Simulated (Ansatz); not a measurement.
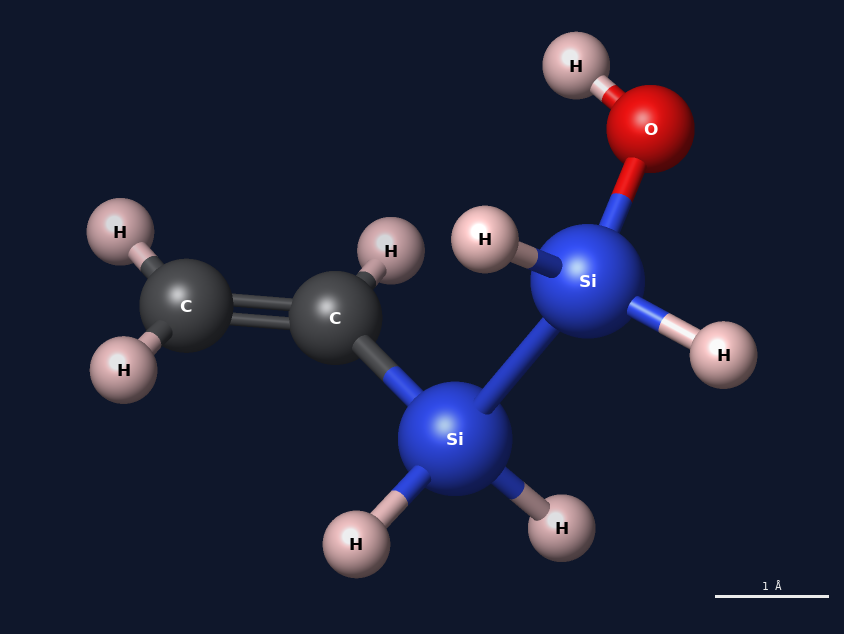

Ball-and-stick drawing of a structure. Double and triple bonds are drawn as two and three sticks.

Identify the structure.

Formula C2H8OSi2. As SMILES it reads `C=C[SiH2][SiH2]O`. It has no ring. Among its groups: alkene, Si–H bond, Si–O bond. The point group is C1. Coordination: 2 C trigonal planar; 2 Si tetrahedral; 1 O bent.

The parts below concern this one geometry. Atoms keep their numbers from picture to picture. Computed geometry: PBE0-D4/def2-TZVP optimisation.

### Shape

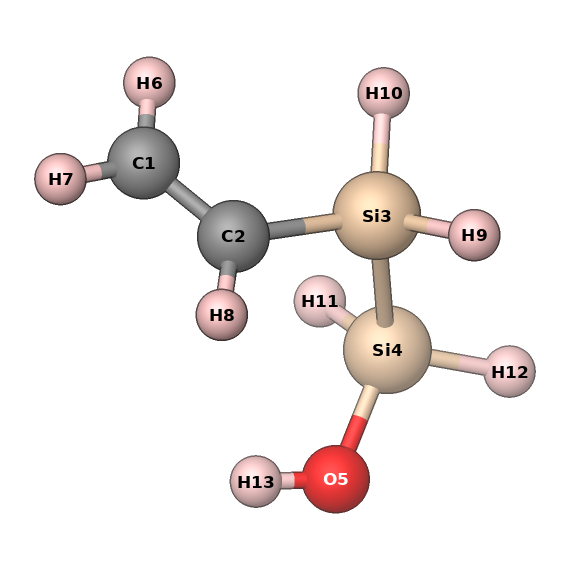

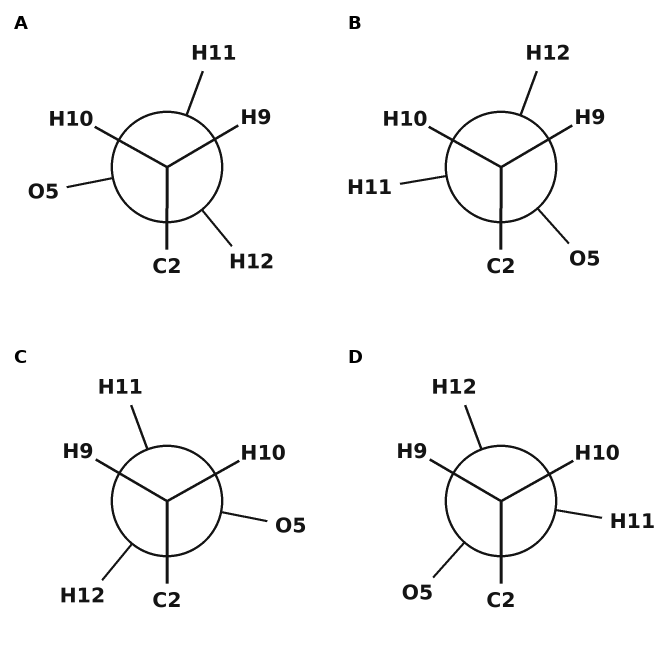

Depth is shown by fading: the farther an atom, the more it takes the colour of the background. Bonds that would overlap in a projection are set slightly apart.

Question: Which Newman projection shows the view along Si3–Si4, with Si3 in front?

Answer: B. The torsion angle C2–Si3–Si4–O5 is −41°, synclinal (gauche).

### Levels of theory compared

Program: Ansatz 0.2.0.

At this fixed geometry, give HOMO energy (eV) at these levels: B3LYP-D4/def2-TZVPP; BLYP-D4/def2-TZVPP; PBE-D4/def2-TZVPP; PBE0-D4/def2-SVP; r2SCAN-D4/def2-TZVPP; r2SCANh-D4/def2-TZVPP; revPBE-D4/def2-TZVPP; ωB97M-V/def2-QZVPP.

| level | HOMO energy (eV) |
| --- | --- |
| B3LYP-D4/def2-TZVPP | −7.18 |
| BLYP-D4/def2-TZVPP | −6.12 |
| PBE-D4/def2-TZVPP | −6.24 |
| PBE0-D4/def2-SVP | −7.30 |
| r2SCAN-D4/def2-TZVPP | −6.48 |
| r2SCANh-D4/def2-TZVPP | −6.89 |
| revPBE-D4/def2-TZVPP | −6.19 |
| ωB97M-V/def2-QZVPP | −9.43 |

### Dipole moment

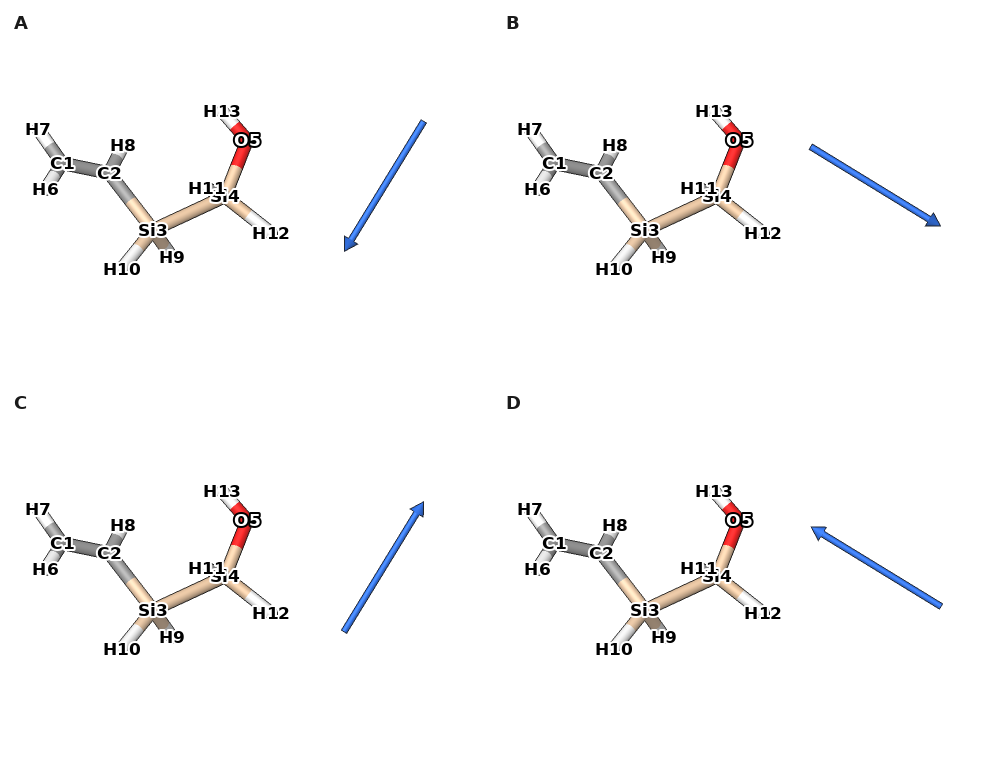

The same molecule four times, each with an arrow. Method: RKS PBE0-D4/def2-TZVP (Ansatz 0.2.0).

Question: Which arrow points along the dipole moment, from the negative to the positive end?

Answer: D. The dipole moment is 1.89 D; it points from the side of H12 to the side of H7 (the outermost atoms at the two ends).

### Charges

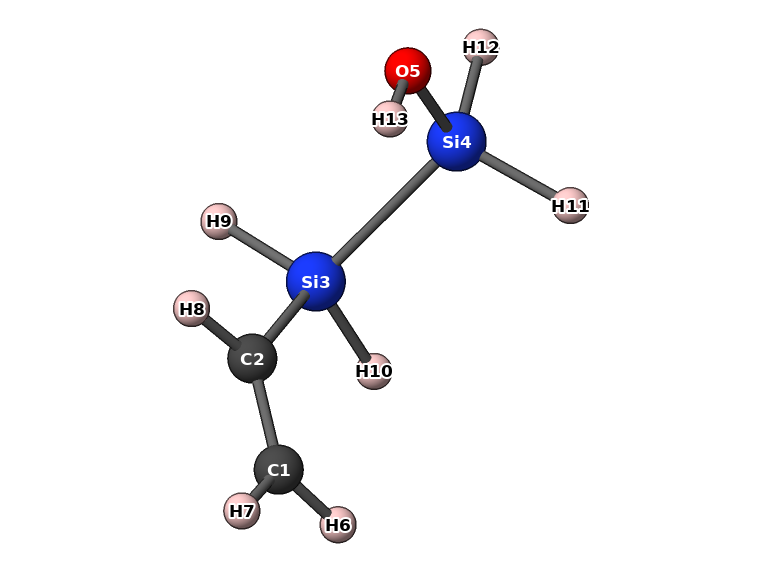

The questions are on Mulliken charges. Properties computed with RKS r2SCAN-D4/def2-TZVPP (Ansatz 0.2.0).

Question: Which atom carries the highest charge (most positive or least negative)?

Answer: Si4 (0.43 e).

Question: And the lowest?

Answer: O5 (−0.42 e).

List the Mulliken charges.

```tsv
atom	value (e)
C1	−0.13
C2	−0.24
Si3	0.24
Si4	0.43
O5	−0.42
H6	0.08
H7	0.08
H8	0.08
H9	−0.08
H10	−0.08
H11	−0.10
H12	−0.08
H13	0.20
```

Mulliken values depend strongly on the basis set and can even reverse the polarity of a bond.
